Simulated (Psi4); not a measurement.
# Interaction calculation of CH$_{3}$B$_{2}$NO$_{3}$ (part 2 of 2)

CH$_{3}$B$_{2}$NO$_{3}$, SMILES C=NO.O=BB=O; PBE/6-31G*, RKS, dispersion D3(0) (Psi4 1.11). The geometry comes from this level: GFN2-xTB.

Geometry of the input (Å):
```
C  -0.8978  -1.4719  0.6079
N  0.3362  -1.4135  0.3821
O  0.9887  -0.2841  0.8685
H  -1.4115  -2.3411  0.2370
H  -1.4602  -0.7116  1.1406
H  1.9188  -0.4087  0.6295
O  -1.6252  3.0350  -2.3645
B  -0.4960  3.3608  -2.1868
B  1.0518  3.7609  -1.9407
O  2.1959  4.0491  -1.7899
```

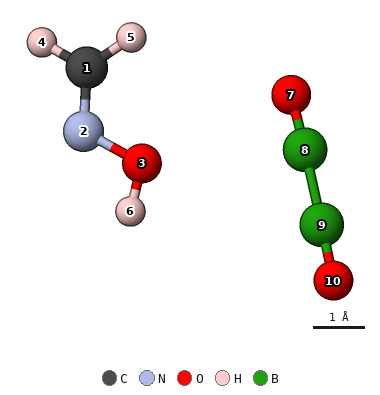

**Figure 1.** The structure (ball-and-stick view, seen at a tilt; atoms are numbered from 1 in the order of the input).

What the program printed, continued
```
    -----------------------------------------------------------------------

    Memory:     1.5 GiB
    Threads:    1
                ecpint, einsums, f̶o̶r̶t̶e̶, gauxc, gcp, g̶d̶m̶a̶, geometric, g̶p̶u̶_̶d̶f̶c̶c̶,
                i̶n̶t̶e̶g̶r̶a̶t̶o̶r̶x̶x̶, i̶p̶i̶, libefp, m̶d̶i̶, m̶p̶2̶d̶, m̶r̶c̶c̶, ooo,
                o̶p̶e̶n̶f̶e̶r̶m̶i̶o̶n̶p̶s̶i̶4̶, pcmsolver, p̶s̶i̶4̶f̶o̶c̶k̶c̶i̶, p̶s̶i̶x̶a̶s̶,
                p̶y̶e̶i̶n̶s̶u̶m̶s̶, r̶e̶s̶p̶, s̶i̶m̶i̶n̶t̶, s̶n̶s̶m̶p̶2̶,
                v̶2̶r̶d̶m̶_̶c̶a̶s̶s̶c̶f̶

  ==> Geometry <==

    Molecular point group: c1
    Full point group: C1

    Geometry (in Bohr), charge = 0, multiplicity = 1:

       Center              X                  Y                   Z               Mass
    ------------   -----------------  -----------------  -----------------  -----------------
         C           -1.696671704481    -2.781506781323     1.148858997972    12.000000000000
         N            0.635288128856    -2.671033392028     0.722083249799    14.003074004430
         O            1.868391117501    -0.536833397720     1.641302729005    15.994914619570
         H           -2.667348426084    -4.424037832309     0.447808399950     1.007825032230
         H           -2.759359191132    -1.344785802660     2.155478310481     1.007825032230
         H            3.625949797745    -0.772293272952     1.189620390498     1.007825032230
      Gh(O)          -3.071088412788     5.735299893503    -4.468181834600    15.994914619570
      Gh(B)          -0.937228569182     6.351048254222    -4.132396399367    11.009305360000
      Gh(B)           1.987670630540     7.106976498928    -3.667467080721    11.009305360000
      Gh(O)           4.149592907109     7.651614465546    -3.382382997435    15.994914619570

  Running in c1 symmetry.

  Rotational constants: A =      0.09420  B =      0.01682  C =      0.01442 [cm^-1]
  Rotational constants: A =   2824.12232  B =    504.17685  C =    432.28746 [MHz]
  Nuclear repulsion =   70.799491656252684

  Charge       = 0
  Multiplicity = 1
  Electrons    = 24
  Nalpha       = 12
  Nbeta        = 12

  ==> Iterations <==

                           Total Energy        Delta E     RMS |[F,P]|

   @DF-RKS iter SAD:  -169.23719969904911   -1.69237e+02   0.00000e+00
   @DF-RKS iter   1:  -169.43277377393980   -1.95574e-01   5.55406e-03 DIIS/ADIIS
   @DF-RKS iter   2:  -169.34601263173576    8.67611e-02   6.85901e-03 DIIS/ADIIS
   @DF-RKS iter   3:  -169.60924640941371   -2.63234e-01   1.05546e-03 DIIS/ADIIS
   @DF-RKS iter   4:  -169.61293252670600   -3.68612e-03   6.51901e-04 DIIS/ADIIS
   @DF-RKS iter   5:  -169.61545521861206   -2.52269e-03   1.13871e-04 DIIS/ADIIS
   @DF-RKS iter   6:  -169.61548703812531   -3.18195e-05   8.79751e-05 DIIS
   @DF-RKS iter   7:  -169.61552631039635   -3.92723e-05   5.64218e-06 DIIS
   @DF-RKS iter   8:  -169.61552650262726   -1.92231e-07   8.23380e-07 DIIS
  Energy and wave function converged.

  ==> Post-Iterations <==

   Electrons on quadrature grid:
      Ntotal   =   23.9999919904 ; deviation = -8.010e-06

    Final Occupation by Irrep:
              A
    DOCC [    12 ]
    NA   [    12 ]
    NB   [    12 ]

  @DF-RKS Final Energy:  -169.61552650262726

   => Energetics <=

    Nuclear Repulsion Energy =             70.7994916562526839
    One-Electron Energy =                -370.9399170549834821
    Two-Electron Energy =                 152.2958305317587246
    DFT Exchange-Correlation Energy =     -21.7702899592913006
    Empirical Dispersion Energy =          -0.0006416763638809
    VV10 Nonlocal Energy =                  0.0000000000000000
    Total Energy =                       -169.6155265026272616

Computation Completed

Properties will be evaluated at   0.000000,   0.000000,   0.000000 [a0]

Properties computed using the SCF density matrix

 Multipole Moments:

 ------------------------------------------------------------------------------------
     Multipole            Electronic (a.u.)      Nuclear  (a.u.)        Total (a.u.)
 ------------------------------------------------------------------------------------

 L = 1.  Multiply by 2.5417464519 to convert [e a0] to [Debye]
 Dipole X            :         -7.3684627            7.4133578            0.0448951
 Dipole Y            :         46.2284751          -46.2220585            0.0064166
 Dipole Z            :        -28.8610636           28.8710657            0.0100021
 Magnitude           :                                                    0.0464412

 ------------------------------------------------------------------------------------

	total time  =          3 seconds =       0.05 minutes

    Psi4 run time: 0:00:03.40

    -----------------------------------------------------------------------
                               Psi4 1.11 release

    h
    h
    h

    -----------------------------------------------------------------------

    Memory:     1.5 GiB
    Threads:    1
                ecpint, einsums, f̶o̶r̶t̶e̶, gauxc, gcp, g̶d̶m̶a̶, geometric, g̶p̶u̶_̶d̶f̶c̶c̶,
                i̶n̶t̶e̶g̶r̶a̶t̶o̶r̶x̶x̶, i̶p̶i̶, libefp, m̶d̶i̶, m̶p̶2̶d̶, m̶r̶c̶c̶, ooo,
                o̶p̶e̶n̶f̶e̶r̶m̶i̶o̶n̶p̶s̶i̶4̶, pcmsolver, p̶s̶i̶4̶f̶o̶c̶k̶c̶i̶, p̶s̶i̶x̶a̶s̶,
                p̶y̶e̶i̶n̶s̶u̶m̶s̶, r̶e̶s̶p̶, s̶i̶m̶i̶n̶t̶, s̶n̶s̶m̶p̶2̶,
                v̶2̶r̶d̶m̶_̶c̶a̶s̶s̶c̶f̶

  ==> Geometry <==

    Molecular point group: c1
    Full point group: C1

    Geometry (in Bohr), charge = 0, multiplicity = 1:

       Center              X                  Y                   Z               Mass
    ------------   -----------------  -----------------  -----------------  -----------------
         C           -1.696671704481    -2.781506781323     1.148858997972    12.000000000000
         N            0.635288128856    -2.671033392028     0.722083249799    14.003074004430
         O            1.868391117501    -0.536833397720     1.641302729005    15.994914619570
         H           -2.667348426084    -4.424037832309     0.447808399950     1.007825032230
         H           -2.759359191132    -1.344785802660     2.155478310481     1.007825032230
         H            3.625949797745    -0.772293272952     1.189620390498     1.007825032230
         O           -3.071088412788     5.735299893503    -4.468181834600    15.994914619570
         B           -0.937228569182     6.351048254222    -4.132396399367    11.009305360000
         B            1.987670630540     7.106976498928    -3.667467080721    11.009305360000
         O            4.149592907109     7.651614465546    -3.382382997435    15.994914619570

  Running in c1 symmetry.

  Rotational constants: A =      0.09420  B =      0.01682  C =      0.01442 [cm^-1]
  Rotational constants: A =   2824.12232  B =    504.17685  C =    432.28746 [MHz]
  Nuclear repulsion =  197.171957869168182

  Charge       = 0
  Multiplicity = 1
  Electrons    = 50
  Nalpha       = 25
  Nbeta        = 25

  ==> Iterations <==

                           Total Energy        Delta E     RMS |[F,P]|

   @DF-RKS iter SAD:  -368.51881907952850   -3.68519e+02   0.00000e+00
   @DF-RKS iter   1:  -369.08609261987846   -5.67274e-01   1.01913e-02 DIIS/ADIIS
   @DF-RKS iter   2:  -366.01078246916393    3.07531e+00   2.48520e-02 DIIS/ADIIS
   @DF-RKS iter   3:  -369.49478614612718   -3.48400e+00   4.23336e-03 DIIS/ADIIS
   @DF-RKS iter   4:  -369.60205701395591   -1.07271e-01   1.65843e-03 DIIS/ADIIS
   @DF-RKS iter   5:  -369.61419459083658   -1.21376e-02   5.19007e-04 DIIS/ADIIS
   @DF-RKS iter   6:  -369.61519765345901   -1.00306e-03   2.94292e-04 DIIS/ADIIS
   @DF-RKS iter   7:  -369.61563358078462   -4.35927e-04   9.43355e-05 DIIS
   @DF-RKS iter   8:  -369.61566163475032   -2.80540e-05   6.19914e-05 DIIS
   @DF-RKS iter   9:  -369.61568111098467   -1.94762e-05   1.15464e-05 DIIS
   @DF-RKS iter  10:  -369.61568150171411   -3.90729e-07   7.54514e-06 DIIS
   @DF-RKS iter  11:  -369.61568180497557   -3.03261e-07   2.42769e-07 DIIS
  Energy and wave function converged.

  ==> Post-Iterations <==

   Electrons on quadrature grid:
      Ntotal   =   49.9999926686 ; deviation = -7.331e-06

    Orbital Energies [Eh]
    ---------------------

    Doubly Occupied:

       1A    -18.817749     2A    -18.811148     3A    -18.810406
       4A    -14.053108     5A     -9.922198     6A     -6.570917
       7A     -6.570037     8A     -0.997419     9A     -0.930537
      10A     -0.929915    11A     -0.788426    12A     -0.555958
      13A     -0.476600    14A     -0.473779    15A     -0.409785
      16A     -0.386182    17A     -0.374310    18A     -0.371192
      19A     -0.359696    20A     -0.355495    21A     -0.355380
      22A     -0.334632    23A     -0.334558    24A     -0.226023
      25A     -0.220849

    Virtual:

      26A     -0.104144    27A     -0.103976    28A     -0.028824
      29A      0.039101    30A      0.041335    31A      0.093424
      32A      0.099321    33A      0.099968    34A      0.114945
      35A      0.143508    36A      0.189439    37A      0.260473
      38A      0.288744    39A      0.349187    40A      0.349620
      41A      0.423135    42A      0.426362    43A      0.426915
      44A      0.508372    45A      0.569920    46A      0.613639
      47A      0.622390    48A      0.682518    49A      0.716517
      50A      0.718132    51A      0.727001    52A      0.755473
      53A      0.788031    54A      0.826335    55A      0.857278
      56A      0.864312    57A      0.872690    58A      0.891457
      59A      0.894329    60A      0.895192    61A      0.909459
      62A      1.020685    63A      1.022291    64A      1.049193
      65A      1.058412    66A      1.058631    67A      1.073303
      68A      1.076206    69A      1.137690    70A      1.152001
      71A      1.212485    72A      1.212493    73A      1.334990
      74A      1.373304    75A      1.398311    76A      1.481615
      77A      1.537657    78A      1.537950    79A      1.545037
      80A      1.608538    81A      1.629478    82A      1.692252
      83A      1.772799    84A      1.772800    85A      1.817583
      86A      1.817585    87A      1.824593    88A      1.947862
      89A      2.096606    90A      2.145434    91A      2.184061
      92A      2.228877    93A      2.229417    94A      2.264697
      95A      2.370844    96A      2.426989    97A      2.543724
      98A      2.570018    99A      2.653094   100A      2.653227
     101A      2.755808   102A      2.841792   103A      2.990281
     104A      3.080048   105A      3.328560   106A      3.508823
     107A      3.714059   108A      3.992151   109A      4.042887
     110A      4.099179   111A      4.111358

    Final Occupation by Irrep:
              A
    DOCC [    25 ]
    NA   [    25 ]
    NB   [    25 ]

  @DF-RKS Final Energy:  -369.61568180497557

   => Energetics <=

    Nuclear Repulsion Energy =            197.1719578691681818
    One-Electron Energy =                -895.2309445794301155
    Two-Electron Energy =                 375.2550060208515674
    DFT Exchange-Correlation Energy =     -46.8101212790784231
    Empirical Dispersion Energy =          -0.0015798364867834
    VV10 Nonlocal Energy =                  0.0000000000000000
    Total Energy =                       -369.6156818049755657

Computation Completed

Properties will be evaluated at   0.000000,   0.000000,   0.000000 [a0]

Properties computed using the SCF density matrix

 Multipole Moments:

 ------------------------------------------------------------------------------------
     Multipole            Electronic (a.u.)      Nuclear  (a.u.)        Total (a.u.)
 ------------------------------------------------------------------------------------

 L = 1.  Multiply by 2.5417464519 to convert [e a0] to [Debye]
 Dipole X            :        -21.2791832           21.2936041            0.0144208
 Dipole Y            :       -128.1511159          128.1633801            0.0122643
 Dipole Z            :         72.9673605          -72.9327704            0.0345901
 Magnitude           :                                                    0.0394315

 ------------------------------------------------------------------------------------

	total time  =          5 seconds =       0.08 minutes

    Psi4 run time: 0:00:04.32

  //>>>>>>>>>>>>>>>>>>>>>>>>>>>>>>>>>>>//
  //          ManyBody Results         //
  //<<<<<<<<<<<<<<<<<<<<<<<<<<<<<<<<<<<//

   ==> N-Body: Counterpoise Corrected (CP) energies <==

              MC n-Body  Total Energy            Interaction Energy                          N-body Contribution to Interaction Energy
                         [Eh]                    [Eh]                  [kcal/mol]            [Eh]                  [kcal/mol]
              §A  1        N/A                   0.000000000000        0.000000000000        0.000000000000        0.000000000000
     FULL/RTN §A  2        N/A                  -0.000901186552       -0.565503099110       -0.000901186552       -0.565503099110

   MC Legend: §A: "(auto)"

    Psi4 run time: 0:00:13.46

[set-up sections that repeat, and orbital energies of the middle runs, are left out above]
```

Results in brief

| quantity | value |
| --- | --- |
| outcome | converged |
| basis functions | 111 |
| hardware | 1 thread of Intel Xeon (Granite Rapids), 64 GiB of memory available, shared host |
| wall time | 14 s |
| peak memory | 0.69 GiB |
